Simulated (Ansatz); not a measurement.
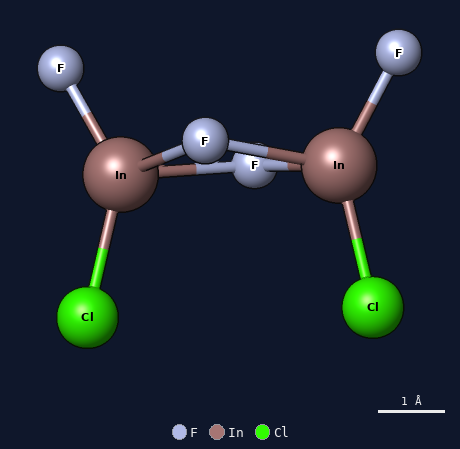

This is the input geometry for a relaxation of In2Cl2F4. A ball-and-stick model, seen at a tilt.

The start comes from GFN2-xTB.

Theory: RKS PBE0-D4/def2-TZVP in Ansatz 0.2.0.

The input:
```yaml
crystal:
  periodic: [false, false, false]
  atoms:
    - {symbol: F, position_ang: [-0.124220, -2.140380, 2.428850]}
    - {symbol: In, position_ang: [0.673860, -1.391530, 0.806010]}
    - {symbol: Cl, position_ang: [2.438290, -1.839790, -0.533940]}
    - {symbol: F, position_ang: [0.587800, 0.819190, 0.943280]}
    - {symbol: In, position_ang: [-0.758100, 1.395660, -0.716910]}
    - {symbol: F, position_ang: [-2.249380, 2.321950, 0.145890]}
    - {symbol: Cl, position_ang: [0.467210, 1.627610, -2.602330]}
    - {symbol: F, position_ang: [-1.035470, -0.792700, -0.470860]}
basis:
  gaussian: {orbitals: def2-TZVP}
hamiltonian: {xc: pbe0, dispersion: d4}
relax: {f_tol: 0.005, max_steps: 150}
```

Command:
```bash
ansatz run in.yaml --threads 2 --pin off --events-out ev --progress --plain --max-ram 20480MiB --backend cuda --devices 0, --max-vram 18GiB
```

Q: Where does the relaxation end?

A: The largest moves after the best rigid fit, 0.52 Å, are those of Cl3 and Cl7. Largest moves by element: Cl 0.52 Å, F 0.40 Å, In 0.09 Å. Near-neighbour distances that change, for instance: In2–F4 2.217 → 2.101 Å, F4–In5 2.214 → 2.101 Å, F1–In2 1.957 → 1.916 Å, In2–Cl3 2.260 → 2.273 Å. Among the angles between lasting bonds that change: Cl7–In5–F8 105.2° → 111.4°, F6–In5–Cl7 137.1° → 131.4°, Cl3–In2–F8 108.3° → 111.5°. The energy falls by 0.353 eV in 11 accepted moves (12 points after the start). Largest force component: 1.6 eV/Å at the start, 0.0046 eV/Å at the end. The line search rejected the trial step at point 5 of the run.

The structure at the end:

```xyz
8

F    -0.2866   -1.7748    2.3778
In    0.6479   -1.3197    0.7687
Cl    2.4541   -2.2643   -0.2384
F     0.7467    0.7785    0.7111
In   -0.7243    1.3253   -0.6863
F    -2.2211    1.9612    0.3262
Cl    0.2019    2.0670   -2.6255
F    -0.8186   -0.7732   -0.6336
```

After the run, drawn alike:

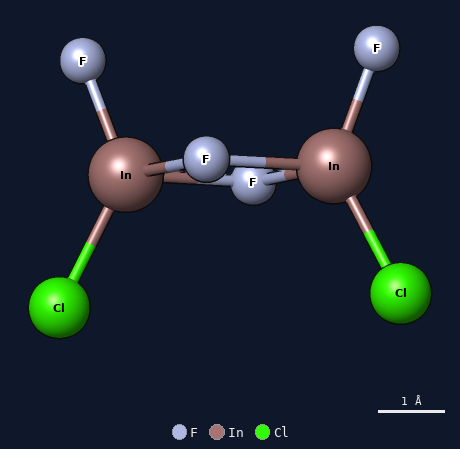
